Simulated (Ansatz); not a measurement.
**AsH2 (doublet): correlated methods under varied settings at distance As1–H3 = 1.526 Å**

Aim: run AsH2 (doublet) at one geometry under a spread of methods and options, and see what each costs and gives.

Program: Ansatz 0.2.0, Gaussian basis. Level of theory: the settings change from run to run. These are calculated values, not measurements.

17 further runs of the same task are left out: 13 that didn't finish, 4 set aside as unsound or not needed. Runs told in other sessions of the task aren't counted.

## Step 1: What is computed

The geometry derives from a PBE0/def2-TZVP stationary point (not a proven minimum). One bond is set to the value named and the two fragments are kept rigid. No spin-orbit coupling is included. The filled d shell of As may be among the frozen orbitals whatever the setting's name suggests.

3 atoms, charge 0, spin multiplicity 2.

Atoms are counted from 1 here; the program's logs count them from 0.

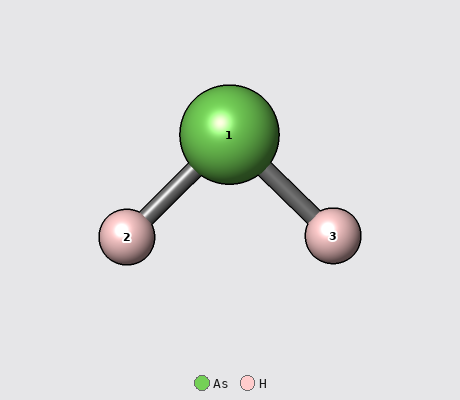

The geometry (arsenic green, hydrogen pink); atoms are numbered from 1 in the order of the file.

## Step 2: MRCISD+Q(3,2)/6-31G*

Input file in.yaml:

```yaml
crystal:
  periodic: [false, false, false]
  atoms:
    - {symbol: As, position_ang: [0.000000, -0.028104, 0.000000]}
    - {symbol: H, position_ang: [0.000000, 1.044500, -1.085896]}
    - {symbol: H, position_ang: [0.000000, 1.044492, 1.085904]}
basis:
  gaussian: {orbitals: "6-31G*"}
magnetization: {spin_polarized: false, initial_magnetization: 1}
correlation: {method: fic_mrcisd_q, electrons: outside_noble_gas, active_space: {window: {electrons: 3, orbitals: 2}}}
```

On the command line:

```sh
> ansatz run in.yaml --threads 1 --pin off --events-out ev --progress --plain --max-ram 2393MiB
```

Output:

```text
Functional definition: HF
  name "HF"
  cite "Fock, Z. Phys. 61, 126 (1930) doi:10.1007/BF01340294"
  parent pbe
  exchange = exact_x
  correlation = 0
395 factors; integrals over basis functions are off by at most 5.4e-4 eV
mean field evaluation 1: about -60818.2536 eV, gradient 6.8e0 eV
mean field evaluation 2: about -60818.2535 eV, gradient 6.8e0 eV
mean field evaluation 4: about -60818.5282 eV, gradient 6.8e-1 eV
mean field evaluation 8: about -60818.5285 eV, gradient 8.4e-6 eV
mean field -60818.52853355 eV, -2235.0396993286 hartree, gradient 9.5e-7 eV, S^2 0.750000; 0 other end points of the search recorded, 0 dependent functions left out
reference -60818.52853355 eV, -2235.0396993286 hartree; 18, 17 occupied and 21, 22 virtual orbitals, 395 factors
state -60818.52853355 eV, -2235.0396993286 hartree
contracted CI cycle   1: correlation 0.00000000 eV, 0.0000000000 hartree, residual 1.19e1 eV
contracted CI cycle   2: correlation -2.78024864 eV, -0.1021722532 hartree, residual 1.99e0 eV
contracted CI cycle   3: correlation -2.87765645 eV, -0.1057519238 hartree, residual 5.39e-1 eV
contracted CI cycle   4: correlation -2.88453214 eV, -0.1060046008 hartree, residual 1.42e-1 eV
contracted CI cycle   5: correlation -2.88505744 eV, -0.1060239053 hartree, residual 4.17e-2 eV
contracted CI cycle   6: correlation -2.88509796 eV, -0.1060253945 hartree, residual 1.03e-2 eV
contracted CI cycle   7: correlation -2.88510048 eV, -0.1060254870 hartree, residual 2.70e-3 eV
contracted CI cycle   8: correlation -2.88510063 eV, -0.1060254926 hartree, residual 6.43e-4 eV
state -60818.52853355 eV, -2235.0396993286 hartree; corrected -60821.61944207 eV, -2235.1532881216 hartree
WARN: 1 active orbitals are nearly empty or full. The corrections depend on them more than the energy does, and are more stable in an active space without them
Total energy: -60821.61944207 eV, -2235.1532881216 hartree
```

It took 0.69 s on 1 thread of Arm Neoverse V2, shared host.

From the report: 1 determinant; active occupations 2.00, 1.00. The report marks this result as in doubt.

## Step 3: CASSCF(5,4)/cc-pVDZ

Input file in.yaml:

```yaml
crystal:
  periodic: [false, false, false]
  atoms:
    - {symbol: As, position_ang: [0.000000, -0.028104, 0.000000]}
    - {symbol: H, position_ang: [0.000000, 1.044500, -1.085896]}
    - {symbol: H, position_ang: [0.000000, 1.044492, 1.085904]}
basis:
  gaussian: {orbitals: cc-pVDZ, fitting: {mean_field: def2-universal-jkfit}}
magnetization: {spin_polarized: false, initial_magnetization: 1}
correlation: {active_space: {window: {electrons: 5, orbitals: 4}, states: [{multiplicity: 2, weights: [0.5, 1, 1, 1]}], root: 1}}
scf: {lower_state_search: off}
```

The command is unchanged.

Output, shortened:

```text
Functional definition: HF
  name "HF"
  cite "Fock, Z. Phys. 61, 126 (1930) doi:10.1007/BF01340294"
  parent pbe
[...]
302 factors; integrals over basis functions are off by at most 4.0e-1 eV
[...]
mean field -60825.79332634 eV, -2235.3066755395 hartree, gradient 2.2e-6 eV, S^2 0.750000; 0 other end points of the search recorded, 0 dependent functions left out
reference -60825.79332634 eV, -2235.3066755395 hartree; 18, 17 occupied and 19, 20 virtual orbitals, 302 factors
state -60826.00650246 eV, -2235.3145096176 hartree
state -60822.65249697 eV, -2235.1912521890 hartree
state -60820.53390334 eV, -2235.1133953093 hartree
state -60819.89660934 eV, -2235.0899751866 hartree
Total energy: -60822.65249697 eV, -2235.1912521890 hartree
Checks for a lower state left out: stability, starts, cluster_reference, orbital_swaps, neighbouring_geometries, increment
```

It took 0.21 s on 1 thread of Arm Neoverse V2, shared host.

From the report: 24 determinants; active occupations (of the averaged states) 1.71, 1.70, 1.29, 0.30.

## Step 4: MRCISD+Q(3,2)/cc-pVDZ

Input file in.yaml:

```yaml
crystal:
  periodic: [false, false, false]
  atoms:
    - {symbol: As, position_ang: [0.000000, -0.028104, 0.000000]}
    - {symbol: H, position_ang: [0.000000, 1.044500, -1.085896]}
    - {symbol: H, position_ang: [0.000000, 1.044492, 1.085904]}
basis:
  gaussian: {orbitals: cc-pVDZ}
magnetization: {spin_polarized: false, initial_magnetization: 1}
correlation: {method: fic_mrcisd_q, electrons: outside_noble_gas, active_space: {window: {electrons: 3, orbitals: 2}}}
```

The command is unchanged.

Output, shortened:

```text
Functional definition: HF
  name "HF"
  cite "Fock, Z. Phys. 61, 126 (1930) doi:10.1007/BF01340294"
  parent pbe
[...]
417 factors; integrals over basis functions are off by at most 7.0e-4 eV
[...]
mean field -60825.79434857 eV, -2235.3067131056 hartree, gradient 8.1e-6 eV, S^2 0.750000; 0 other end points of the search recorded, 0 dependent functions left out
reference -60825.79434857 eV, -2235.3067131056 hartree; 18, 17 occupied and 19, 20 virtual orbitals, 417 factors
state -60825.79434857 eV, -2235.3067131056 hartree
contracted CI cycle   1: correlation 0.00000000 eV, 0.0000000000 hartree, residual 1.33e1 eV
contracted CI cycle   2: correlation -3.21015778 eV, -0.1179711224 hartree, residual 1.95e0 eV
contracted CI cycle   3: correlation -3.29842267 eV, -0.1212147973 hartree, residual 5.09e-1 eV
contracted CI cycle   4: correlation -3.30449869 eV, -0.1214380869 hartree, residual 1.51e-1 eV
contracted CI cycle   5: correlation -3.30501807 eV, -0.1214571740 hartree, residual 4.45e-2 eV
contracted CI cycle   6: correlation -3.30505972 eV, -0.1214587043 hartree, residual 1.17e-2 eV
contracted CI cycle   7: correlation -3.30506236 eV, -0.1214588016 hartree, residual 3.18e-3 eV
contracted CI cycle   8: correlation -3.30506255 eV, -0.1214588084 hartree, residual 7.66e-4 eV
state -60825.79434857 eV, -2235.3067131056 hartree; corrected -60829.34530545 eV, -2235.4372083640 hartree
WARN: 1 active orbitals are nearly empty or full. The corrections depend on them more than the energy does, and are more stable in an active space without them
Total energy: -60829.34530545 eV, -2235.4372083640 hartree
```

It took 0.66 s on 1 thread of Arm Neoverse V2, shared host.

From the report: 1 determinant; active occupations 2.00, 1.00. The report marks this result as in doubt.

## Step 5: MRCISD+Q(3,4)/cc-pVDZ

Edit in.yaml of step 4 so:

```diff
@@ -9,2 +9,2 @@
 magnetization: {spin_polarized: false, initial_magnetization: 1}
-correlation: {method: fic_mrcisd_q, electrons: outside_noble_gas, active_space: {window: {electrons: 3, orbitals: 2}}}
+correlation: {method: fic_mrcisd_q, electrons: outside_noble_gas, active_space: {window: {electrons: 3, orbitals: 4}}}
```

Same command.

Output, shortened:

```text
Functional definition: HF
  name "HF"
  cite "Fock, Z. Phys. 61, 126 (1930) doi:10.1007/BF01340294"
  parent pbe
[...]
417 factors; integrals over basis functions are off by at most 7.0e-4 eV
[...]
mean field -60825.79434857 eV, -2235.3067131056 hartree, gradient 8.1e-6 eV, S^2 0.750000; 0 other end points of the search recorded, 0 dependent functions left out
reference -60825.79434857 eV, -2235.3067131056 hartree; 18, 17 occupied and 19, 20 virtual orbitals, 417 factors
state -60826.36883664 eV, -2235.3278251531 hartree
contracted CI cycle   1: correlation 0.00000000 eV, 0.0000000000 hartree, residual 1.21e1 eV
contracted CI cycle   2: correlation -2.69047666 eV, -0.0988731937 hartree, residual 2.27e0 eV
contracted CI cycle   3: correlation -2.79118656 eV, -0.1025742140 hartree, residual 6.74e-1 eV
[...]
contracted CI cycle   3: correlation -2.85788365 eV, -0.1050252870 hartree, residual 9.53e-1 eV
contracted CI cycle   4: correlation -2.87822777 eV, -0.1057729196 hartree, residual 3.10e-1 eV
contracted CI cycle   5: correlation -2.88049273 eV, -0.1058561553 hartree, residual 9.84e-2 eV
contracted CI cycle   6: correlation -2.88070261 eV, -0.1058638684 hartree, residual 2.94e-2 eV
contracted CI cycle   7: correlation -2.88072218 eV, -0.1058645875 hartree, residual 9.83e-3 eV
contracted CI cycle   8: correlation -2.88072448 eV, -0.1058646720 hartree, residual 3.60e-3 eV
contracted CI cycle   9: correlation -2.88072476 eV, -0.1058646824 hartree, residual 1.21e-3 eV
contracted CI cycle  10: correlation -2.88072479 eV, -0.1058646835 hartree, residual 3.54e-4 eV
state -60826.26280883 eV, -2235.3239287029 hartree; corrected -60829.32816707 eV, -2235.4365785402 hartree
state -60826.36883664 eV, -2235.3278251531 hartree; corrected -60829.34626338 eV, -2235.4372435674 hartree
Total energy: -60829.34626338 eV, -2235.4372435674 hartree
```

Wall time 2.4 s (1 thread of Arm Neoverse V2, shared host).

From the report: 12 determinants; active occupations 1.97, 1.00, 0.03, 0.00.

## Step 6: CCSD(T) on ROHF/def2-mTZVP

Input file in.yaml:

```yaml
crystal:
  periodic: [false, false, false]
  atoms:
    - {symbol: As, position_ang: [0.000000, -0.028104, 0.000000]}
    - {symbol: H, position_ang: [0.000000, 1.044500, -1.085896]}
    - {symbol: H, position_ang: [0.000000, 1.044492, 1.085904]}
basis:
  gaussian: {orbitals: def2-mTZVP}
magnetization: {spin_polarized: false, initial_magnetization: 1}
hamiltonian: {pseudopotentials: {relativity: scalar}}
correlation: {method: ccsd_t, electrons: outside_noble_gas}
accuracy: high
```

Launched as before.

Output, shortened:

```text
Functional definition: HF
  name "HF"
  cite "Fock, Z. Phys. 61, 126 (1930) doi:10.1007/BF01340294"
  parent pbe
[...]
654 factors; integrals over basis functions are off by at most 4.5e-9 eV
[...]
mean field -61356.01411474 eV, -2254.7919301166 hartree, gradient 2.5e-8 eV, S^2 0.750000; 1 other end points of the search recorded, 0 dependent functions left out
determinant -61356.01411474 eV, -2254.7919301166 hartree, with singles and doubles -61359.15809636 eV, -2254.9074693100 hartree
determinant -61352.77032946 eV, -2254.6727232063 hartree, with singles and doubles -61356.06156418 eV, -2254.7936738514 hartree
14 core orbitals not correlated: weight in the atoms' cores, before any rotation towards them, 1.000 or more for the frozen orbitals, at most 0.000 for the correlated occupied ones
reference -61356.01411474 eV, -2254.7919301166 hartree; 4, 3 occupied and 24, 25 virtual orbitals, 654 factors
second order -2.46059925 eV of doubles, -0.06159221 eV of singles
cycle   1  -3.12861673 eV  change   -1.1e-1 eV  update   1.0e-2
[...]
cycle  17  -3.13428194 eV  change  -2.7e-12 eV  update  4.8e-10
perturbative correction -0.07145509 eV, -0.0026259262 hartree
Total energy: -61359.21985177 eV, -2254.9097387797 hartree
Relativity: scalar
```

It took 1.2 s on 1 thread of Arm Neoverse V2, shared host.

From the report: correlation -3.2057 eV; T1 0.018; largest double amplitude 0.06.

## Step 7: CISD/x2c-TZVPPall

Edit in.yaml of step 6 so:

```diff
@@ -7,6 +7,6 @@
 basis:
-  gaussian: {orbitals: def2-mTZVP}
+  gaussian: {orbitals: x2c-TZVPPall}
 magnetization: {spin_polarized: false, initial_magnetization: 1}
 hamiltonian: {pseudopotentials: {relativity: scalar}}
-correlation: {method: ccsd_t, electrons: outside_noble_gas}
-accuracy: high
+correlation: {active_space: {ras: {orbitals: [3, 1, 58], electrons: 7, max_holes: 2, max_particles: 2}, fixed_orbitals: true}}
+output: {forces: true}
```

The command is unchanged.

Output, shortened:

```text
Functional definition: HF
  name "HF"
  cite "Fock, Z. Phys. 61, 126 (1930) doi:10.1007/BF01340294"
  parent pbe
[...]
471 factors; integrals over basis functions are off by at most 8.6e-4 eV
[...]
mean field -61502.20719437 eV, -2260.1644266998 hartree, gradient 4.7e-6 eV, S^2 0.750000; 0 other end points of the search recorded, 0 dependent functions left out
reference -61502.20719437 eV, -2260.1644266998 hartree; 18, 17 occupied and 58, 59 virtual orbitals, 471 factors
state -61506.21815035 eV, -2260.3118266134 hartree
[...]
Total energy: -61506.21815035 eV, -2260.3118266134 hartree
Relativity: scalar
Atom 0 at     0.000000    -0.028104     0.000000 Å, force    -0.000000     0.105304     0.000000 eV/Å
Atom 1 at     0.000000     1.044500    -1.085896 Å, force     0.000000    -0.052652     0.022494 eV/Å
Atom 2 at     0.000000     1.044492     1.085904 Å, force    -0.000000    -0.052652    -0.022494 eV/Å
Dipole moment:     0.000000     0.042137     0.000000 e Å
```

Run time: 5.5 s. Hardware: 1 thread of Arm Neoverse V2, shared host; peak memory 0.57 GiB.

From the report: 21,804 determinants.

## Step 8: CISDT/cc-pVDZ

Input file in.yaml:

```yaml
crystal:
  periodic: [false, false, false]
  atoms:
    - {symbol: As, position_ang: [0.000000, -0.028104, 0.000000]}
    - {symbol: H, position_ang: [0.000000, 1.044500, -1.085896]}
    - {symbol: H, position_ang: [0.000000, 1.044492, 1.085904]}
basis:
  gaussian: {orbitals: cc-pVDZ}
magnetization: {spin_polarized: false, initial_magnetization: 1}
correlation: {active_space: {ras: {orbitals: [3, 1, 19], electrons: 7, max_holes: 3, max_particles: 3}, fixed_orbitals: true}}
```

Launched as before.

Output:

```text
Functional definition: HF
  name "HF"
  cite "Fock, Z. Phys. 61, 126 (1930) doi:10.1007/BF01340294"
  parent pbe
  exchange = exact_x
  correlation = 0
417 factors; integrals over basis functions are off by at most 7.0e-4 eV
mean field evaluation 1: about -60825.5176 eV, gradient 6.8e0 eV
mean field evaluation 2: about -60825.5186 eV, gradient 6.8e0 eV
mean field evaluation 4: about -60825.7932 eV, gradient 4.1e-1 eV
mean field evaluation 8: about -60825.7943 eV, gradient 1.3e-6 eV
mean field -60825.79434857 eV, -2235.3067131056 hartree, gradient 8.1e-6 eV, S^2 0.750000; 0 other end points of the search recorded, 0 dependent functions left out
reference -60825.79434857 eV, -2235.3067131056 hartree; 18, 17 occupied and 19, 20 virtual orbitals, 417 factors
state -60829.20507124 eV, -2235.4320548518 hartree
Total energy: -60829.20507124 eV, -2235.4320548518 hartree
```

It took 1.3 s on 1 thread of Arm Neoverse V2, shared host.

From the report: 40,608 determinants.

## Step 9: MP2 on UHF/def2-TZVP

Input file in.yaml:

```yaml
crystal:
  periodic: [false, false, false]
  atoms:
    - {symbol: As, position_ang: [0.000000, -0.028104, 0.000000]}
    - {symbol: H, position_ang: [0.000000, 1.044500, -1.085896]}
    - {symbol: H, position_ang: [0.000000, 1.044492, 1.085904]}
basis:
  gaussian: {orbitals: def2-TZVP}
magnetization: {spin_polarized: true, initial_magnetization: 1}
correlation: {method: mp2, electrons: outside_noble_gas}
accuracy: high
output: {forces: true}
```

The command is unchanged.

Output, shortened:

```text
Functional definition: HF
  name "HF"
  cite "Fock, Z. Phys. 61, 126 (1930) doi:10.1007/BF01340294"
  parent pbe
[...]
864 factors; integrals over basis functions are off by at most 4.6e-9 eV
[...]
mean field -60826.75592400 eV, -2235.3420503508 hartree, gradient 2.9e-8 eV, S^2 0.765365; 0 other end points of the search recorded, 0 dependent functions left out
14 core orbitals not correlated: weight in the atoms' cores, before any rotation towards them, 1.000 or more for the frozen orbitals, at most 0.000 for the correlated occupied ones
reference -60826.75592400 eV, -2235.3420503508 hartree; 4, 3 occupied and 42, 43 virtual orbitals, 864 factors
second order -3.26858551 eV of doubles, -0.00000000 eV of singles
[...]
Total energy: -60830.02450950 eV, -2235.4621686527 hartree
Atom 0 at     0.000000    -0.028104     0.000000 Å, force    -0.000000     0.188088     0.000001 eV/Å
Atom 1 at     0.000000     1.044500    -1.085896 Å, force     0.000000    -0.094044     0.052833 eV/Å
Atom 2 at     0.000000     1.044492     1.085904 Å, force     0.000000    -0.094044    -0.052834 eV/Å
Dipole moment:     0.000000     0.071450     0.000000 e Å
```

Wall time 2 s (1 thread of Arm Neoverse V2, shared host).

From the report: ⟨S²⟩ of the determinant 0.765 (pure doublet: 0.75).

## Step 10: CCSDT(Q)/B on UHF/def2-SVP

Edit in.yaml of step 9 so:

```diff
@@ -7,6 +7,5 @@
 basis:
-  gaussian: {orbitals: def2-TZVP}
+  gaussian: {orbitals: def2-SVP}
 magnetization: {spin_polarized: true, initial_magnetization: 1}
-correlation: {method: mp2, electrons: outside_noble_gas}
+correlation: {method: ccsdt_q_b, electrons: outside_noble_gas}
 accuracy: high
-output: {forces: true}
```

Launched as before.

Output, shortened:

```text
Functional definition: HF
  name "HF"
  cite "Fock, Z. Phys. 61, 126 (1930) doi:10.1007/BF01340294"
  parent pbe
[...]
737 factors; integrals over basis functions are off by at most 4.7e-9 eV
[...]
mean field -60819.14864639 eV, -2235.0624880551 hartree, gradient 2.3e-8 eV, S^2 0.762836; 1 other end points of the search recorded, 0 dependent functions left out
determinant -60819.14864639 eV, -2235.0624880551 hartree, with singles and doubles -60822.51819746 eV, -2235.1863167730 hartree
determinant -60816.02010146 eV, -2234.9475161496 hartree, with singles and doubles -60819.46457831 eV, -2235.0740983391 hartree
14 core orbitals not correlated: weight in the atoms' cores, before any rotation towards them, 1.000 or more for the frozen orbitals, at most 0.000 for the correlated occupied ones
reference -60819.14864639 eV, -2235.0624880551 hartree; 4, 3 occupied and 24, 25 virtual orbitals, 737 factors
second order -2.70979195 eV of doubles, -0.00000000 eV of singles
cycle   1  -3.18494880 eV  change   -4.8e-1 eV  update   5.7e-2
[...]
cycle  21  -3.45835500 eV  change   7.1e-10 eV  update  6.9e-10
perturbative correction -0.00244774 eV, -0.0000899529 hartree
Total energy: -60822.60944913 eV, -2235.1896702102 hartree
```

It took 5.5 s on 1 thread of Arm Neoverse V2, shared host.

From the report: ⟨S²⟩ of the determinant 0.763 (pure doublet: 0.75); correlation -3.4608 eV; T1 0.012; largest double amplitude 0.07.

## Step 11: All runs side by side

Where basis and cores are those of an earlier FCI/cc-pVDZ run (-60829.3256 eV), and the records show the same count of frozen orbitals and kind of state, the miss against it is given; a blank cell means that this couldn't be shown. † marks a result that the program doubts.

```csv
level,correlated,functions,energy (eV),from FCI (meV),time
"MRCISD+Q(3,2)/6-31G* †",outside noble gas,39,-60821.6194,,0.69 s
"CASSCF(5,4)/cc-pVDZ (excited root 1 of an average)",,37,-60822.6525,,0.21 s
"MRCISD+Q(3,2)/cc-pVDZ †",outside noble gas,37,-60829.3453,-19.7,0.66 s
"MRCISD+Q(3,4)/cc-pVDZ",outside noble gas,37,-60829.3463,-20.7,2.4 s
CCSD(T) on ROHF/def2-mTZVP (relativity set),outside noble gas,42,-61359.2199,,1.2 s
CISD/x2c-TZVPPall (relativity set),outside noble gas,76,-61506.2182,,5.5 s
CISDT/cc-pVDZ,outside noble gas,37,-60829.2051,120.5,1.3 s
MP2 on UHF/def2-TZVP,outside noble gas,60,-60830.0245,,2 s
CCSDT(Q)/B on UHF/def2-SVP,outside noble gas,42,-60822.6094,,5.5 s
```

## Step 12: Outcome

| quantity | value |
| --- | --- |
| runs | 9 |
| quickest | CASSCF(5,4)/cc-pVDZ (excited root 1 of an average), 0.21 s |
| slowest | CISD/x2c-TZVPPall (relativity set), 5.5 s |

**Reading.** Total energies in different bases, with other cores or another treatment of relativity can't be set against each other. «valence» and «outside noble gas» are the program's key words; the logs give how many orbitals each freezes, and for Ga to Kr the 3d shell needn't follow the word's plain sense. CISD/x2c-TZVPPall (relativity set) took 26 times as long as CASSCF(5,4)/cc-pVDZ (excited root 1 of an average); the jobs differ in more than the method. Among the correlated runs with a miss given, it spans -21 to +121 meV.
